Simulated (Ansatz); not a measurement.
# FH$_{3}$Si: what the fields show

Input

```
crystal:
  periodic: [false, false, false]
  atoms:
    - {symbol: Si, position_ang: [0.087141, -0.153564, -1.957571]}
    - {symbol: F, position_ang: [-0.337937, 0.681713, -0.629139]}
    - {symbol: H, position_ang: [1.549945, -0.353343, -1.906978]}
    - {symbol: H, position_ang: [-0.309896, 0.683891, -3.109897]}
    - {symbol: H, position_ang: [-0.651345, -1.432721, -1.932931]}
basis:
  gaussian: {orbitals: "def2-TZVPPD.json"}
hamiltonian: {xc: pbe0, dispersion: d4}
output: {orbitals: {seedname: orbitals}}
```

Run with:

```sh
ansatz run in.yaml --threads 2 --pin off --events-out ev --progress --plain --max-ram 22528MiB --backend cpu
```

Geometry: PBE0-D4/def2-TZVP.

All numbers below come from RKS PBE0-D4/def2-TZVPPD in Ansatz 0.2.0.

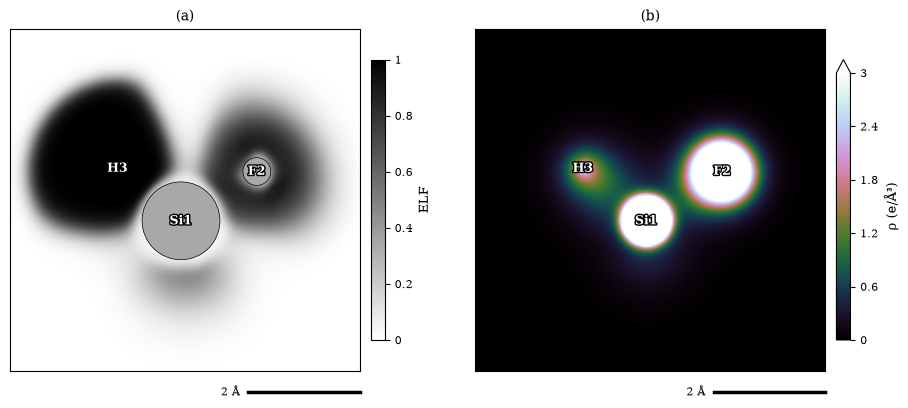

Figure 1. (a) ELF; (b) total electron density on the plane of atoms F2, Si1 and H3. Grey discs cover the atomic cores in the ELF map.

What does the map show?

Answer.
- The section cuts through Si, F and H sites.
- Si–F (1.63 Å): the density is about 1.1 e/Å³ at the midpoint; the ELF peaks at about 0.85 in the valence shell of F, 0.6 Å from its nucleus, and is about 0.50 at the midpoint.
- Si–H (1.48 Å): ρ is about 0.84 e/Å³ halfway; the ELF climbs to about 1 towards the hydrogen, as it does in any bond to H.
- The ELF also peaks beside F2, away from the bonds: lone-pair regions.

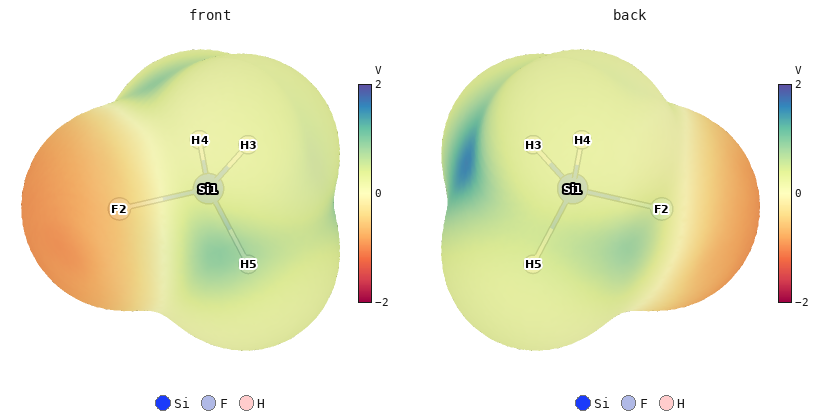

Figure 2. The molecular electrostatic potential painted on the density surface at 0.001 e/bohr³, seen from the front and from behind; the colour scale runs from red (negative) to blue (positive).

Where is the surface potential most negative and most positive?

Answer. The most negative region (about −0.9 V) lies over F2, the most positive (about +1.5 V) over Si1.

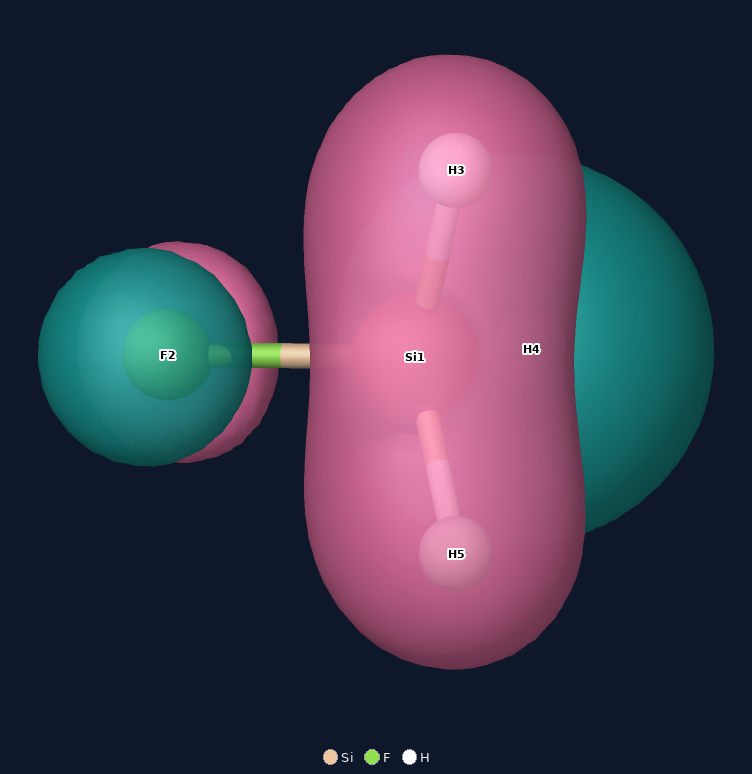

Figure 3. The HOMO at ±0.1 Å⁻³ᐟ² (teal and pink are the two phases), seen at a tilt.

Describe this orbital and give its energy.

Answer. Its weight (Hirshfeld) is mainly on Si1 (about 35 %), H4 (about 35 %), F2 (about 15 %), H3 (about 10 %) and H5 (about 10 %). It is one of a degenerate set, so its orientation is arbitrary. Its energy is −9.83 eV.

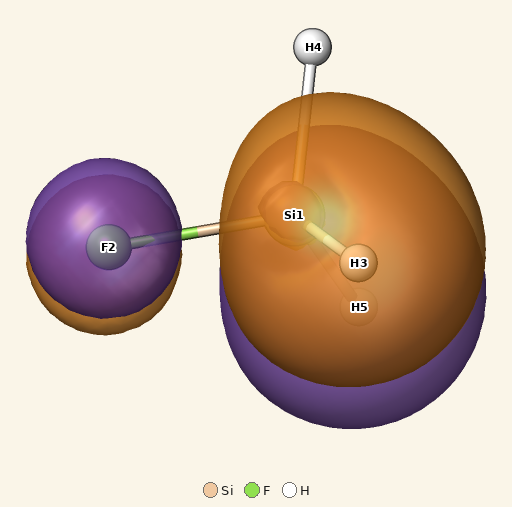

Figure 4. The HOMO−1 at ±0.1 Å⁻³ᐟ² (orange and purple are the two phases), seen from one side.

Where does this orbital lie, and at what energy?

Answer. By Hirshfeld shares it lies mainly on Si1 (about 35 %), H3 (about 25 %), H5 (about 25 %) and F2 (about 15 %). It is one of a degenerate set, so its orientation is arbitrary. Its energy is −9.87 eV.
